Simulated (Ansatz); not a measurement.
Convergence study of the plane-wave cutoff for CrBrO (Pmm2, 6 atoms in the cell)

```yaml
crystal:
  lattice:
    - [3.36944, 0.00000, 0.00000]
    - [0.00000, 3.96850, 0.00000]
    - [0.00000, 0.00000, 8.91362]
  atoms:
    - { symbol: Cr, position: [0.00000, 0.00000, 0.60014], spin: 3.0 }
    - { symbol: Cr, position: [0.50000, 0.50000, 0.40547], spin: 3.0 }
    - { symbol: Br, position: [0.00000, 0.50000, 0.19431] }
    - { symbol: Br, position: [0.50000, 0.00000, 0.80569] }
    - { symbol: O, position: [0.50000, 0.00000, 0.45432] }
    - { symbol: O, position: [0.00000, 0.50000, 0.54568] }
```
(The spins are starting values, not results.)

Computed with PBEsol+U, default PAW files made with PBE (plane waves; Ansatz, an electronic-structure program).

Base settings: basis.ecutwfc = 420 eV; kpoints.mp_grid.grid = 4 3 1; hamiltonian.xc = pbesol; hamiltonian.pseudopotentials = {kind: paw} (the program's default PAW files); hamiltonian.hubbard.sites = [{species: Cr, l: d, u_eff: 3.7}] eV; magnetization.spin_polarized = true; scf.occupations.method = fermi_dirac; scf.occupations.width = 0.02 eV.

The second cell is the first with its lattice scaled by 0.98.

The mesh stays at the base's, so the ladder's end is converged at best in this setting alone.

The first pressure column holds Ansatz's estimate of the finite-basis (Pulay) stress, which hides part of the cutoff error; the other is without it.

Only quantities that move along the ladder and can be compared are tabulated; the gap is left out on so coarse a mesh.

These are the values that this program gave, and no reference: magnets with a U can end in a higher state.

The starting cell comes from a database of computed structures (which also holds hypothetical and non-ambient phases and stackings), without a prior relaxation at this level. Its lattice was rescaled by up to half a per cent. One atom was moved a little off its site on purpose. The magnetic order is the one reached from the typed start; others were not searched systematically. With U or open f shells several self-consistent states can exist. In the base run, with a pressure of about -6 GPa the cell is away from its equilibrium volume at this level. In the base run, forces exceed 1 eV/Å. The mesh is very coarse (it stands for a supercell whose shortest vector is 9 Å): a converged loop gives no converged values here.

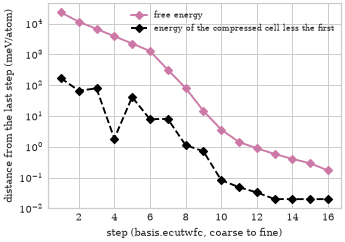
Figure: Distance from the last step along the ladder; very small values are drawn at a floor.

| basis.ecutwfc | free energy less the last step's (meV/atom) | energy of the compressed cell less the first (meV/atom) | pressure (GPa) | pressure without the Pulay estimate (GPa) | largest difference of a force vector from the last step's (eV/Å) |
|---|---|---|---|---|---|
| 145 eV | 23154.65 | -195.35 | 16.62 | -480.03 | 7.364 |
| 170 eV | 11571.73 | 40.98 | 2.26 | -289.11 | 2.870 |
| 190 eV | 6745.33 | 53.04 | -7.60 | -194.81 | 1.069 |
| 210 eV | 3880.87 | -23.91 | -10.57 | -130.01 | 0.894 |
| 230 eV | 2261.18 | -67.08 | -10.01 | -87.71 | 0.968 |
| 250 eV | 1287.20 | -33.60 | -8.63 | -58.45 | 0.558 |
| 295 eV | 318.97 | -33.85 | -6.08 | -22.78 | 0.043 |
| 335 eV | 81.64 | -26.90 | -5.77 | -11.06 | 0.027 |
| 380 eV | 14.75 | -25.04 | -5.75 | -6.89 | 0.007 |
| 420 eV | 3.63 | -25.68 | -5.79 | -6.04 | 0.002 |
| 460 eV | 1.43 | -25.71 | -5.80 | -5.85 | 0.001 |
| 505 eV | 0.90 | -25.73 | -5.80 | -5.82 | 0.000 |
| 565 eV | 0.59 | -25.74 | -5.80 | -5.81 | 0.000 |
| 630 eV | 0.40 | -25.75 | -5.80 | -5.81 | 0.000 |
| 735 eV | 0.29 | -25.75 | -5.80 | -5.80 | 0.000 |
| 840 eV | 0.17 | -25.76 | -5.80 | -5.81 | 0.000 |
| 1010 eV | 0.00 | -25.76 | -5.80 | -5.80 | 0.000 |

Coarsest basis.ecutwfc that holds the free energy within 5 meV/atom of the last step, with all finer ones: 420 eV; the step before is off by 15 meV/atom.

Coarsest basis.ecutwfc that holds the pressure without the Pulay estimate within 1 GPa of the last step, with all finer ones: 420 eV; the step before is off by 1.1 GPa.

Coarsest basis.ecutwfc that holds the pressure within 0.5 GPa of the last step, with all finer ones: 295 eV; the step before is off by 2.8 GPa.

The energy difference between the two cells stays within 1 meV/atom of the last step's from 380 eV on, the total only from 505 eV on: much of the error is common to both cells and cancels.

Two neighbours can agree and both be off: 250 eV and 295 eV differ by 0.25 meV/atom in the energy of the compressed cell less the first, yet lie about 8.1 meV/atom from the last step.

At the lowest cutoff the pressure without the Pulay estimate lies 474 GPa under the last step's, the usual sign of Pulay stress in an incomplete plane-wave basis.

Keys are those of Ansatz 0.2.
